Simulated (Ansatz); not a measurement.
A computed series for HfB2: pressure series

The parent structure is HfB2 (space group P6/mmm, No. 191; a = 3.128 Å, c = 3.445 Å).

Cell and atoms are relaxed at each pressure.

All numbers come from Kohn–Sham DFT with the PBEsol functional, run in Ansatz (a first-principles code) with PAW and 420 eV plane waves, scalar-relativistic without spin-orbit coupling.

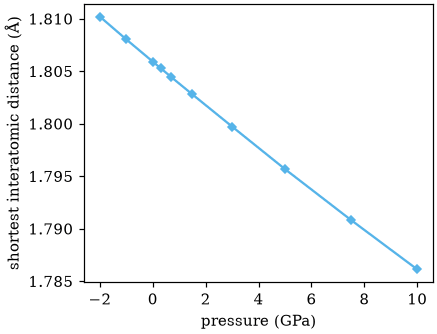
Figure. Shortest interatomic distance against pressure

Question: From the plot, what is the shortest interatomic distance for pressure −1 GPa?

Answer: About 1.808 Å.

Question: Is the trend monotonic over the range shown?

Answer: Yes, it falls throughout, spanning 1.786 Å to 1.810 Å.

Load acts through the strain it causes; cell and atoms are relaxed under it. Stability against distortions was not tested. No other phases were tried under pressure. The final runs are not spin-polarised.
